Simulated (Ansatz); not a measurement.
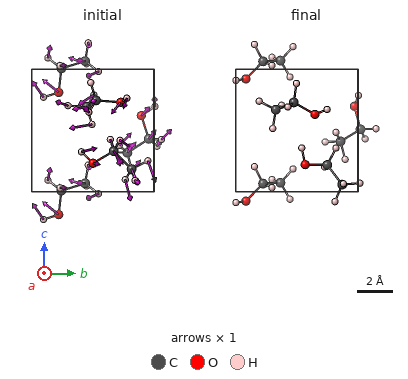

The structure of an amorphous cell of composition H6C2O before (left) and after (right) a relaxation, at one scale. The purple arrows give the displacements, at their true length.

A ball-and-stick model of the cell of the calculation, seen along the a axis.

The cell holds 4 CH3CH2OH. The run prepares the start of a later molecular dynamics calculation, from a guessed geometry.

Level of theory: Ansatz, DFT PBE-D3(BJ), scalar-relativistic, plane waves, PAW. Settings: plane-wave cutoff 420 eV; k-point mesh 1 × 1 × 1; occupations fermi dirac; smearing width 0.05 eV; no spin polarisation; atoms relaxed in a fixed cell; force threshold 0.3 eV/Å; at most 15 steps.

> What changed between the two?

The relaxation stopped without meeting its thresholds, so the last structure isn't shown to be converged. It used up its limit of 15 steps. The atom that moves furthest is an H atom (1.82 Å roughly along [−1 1 −2]). Largest moves by element: H 1.82 Å, O 1.24 Å, C 1.08 Å. The cell stays as it was. Some distances before and after: C–O 1.427 → 1.446 Å, H–O 0.971 → 0.991 Å, C–H 1.099 → 1.107 Å, C–C 1.512 → 1.518 Å. Among the angles between lasting bonds that change: C–C–O 107.1° → 111.9°, O–C–H 110.9° → 106.6°, C–O–H 107.7° → 103.9°. Over 14 geometry steps the energy falls by 2.009 eV per cell of the calculation. Largest force component: 0.83 eV/Å at the start, 0.58 eV/Å at the end. Cost: 30 s on 1 thread of Arm Neoverse V2, on a shared host, peak memory 0.36 GiB.

Limits of the set-up: the program's low-accuracy preset was used; the periodic images lie only 7.0 Å apart, so the values are limited by the cell's size.
